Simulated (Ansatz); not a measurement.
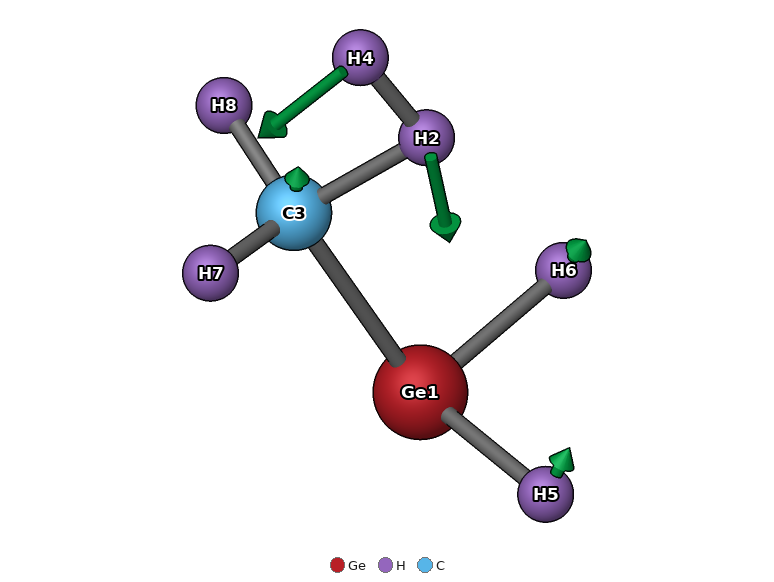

The arrows show one normal mode. Harmonic vibrations computed with RKS PBE0-D4/def2-TZVP (Ansatz 0.2.0) at a stationary point of the same level. It is a saddle point of order 1.

Estimate its harmonic wavenumber.

1052i cm⁻¹; it is mode 1 of 18 counted from the lowest.
